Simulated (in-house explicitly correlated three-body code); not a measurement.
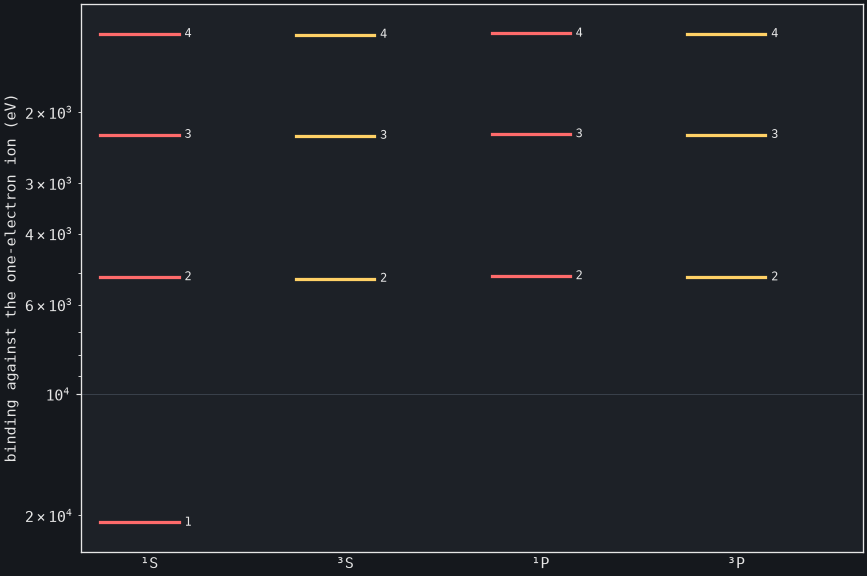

Two electrons around a point charge Z = 39.748. Computed variationally in 260 exponentially correlated functions with an in-house code, non-relativistic, converged to about 10⁻⁸ of the energy. The plot shows the bound S and P states that converged, by term and principal number n, on a logarithmic scale of binding.

Question: Describe the level scheme.

Answer: The ground state is bound by 20.82 keV. The n = 2 states drawn run, from the deepest, 2 ³S (5172 eV), 2 ³P (5132 eV), 2 ¹S (5126 eV), 2 ¹P (5097 eV). Exchange puts 2 ³S below 2 ¹S by 45.7 eV and 2 ³P below 2 ¹P by 34.7 eV. Quantum defects n − (Z − 1)/√(2 E(binding)): 2 ³S 0.013, 2 ³P 0.005, 2 ¹S 0.004, 2 ¹P −0.002.
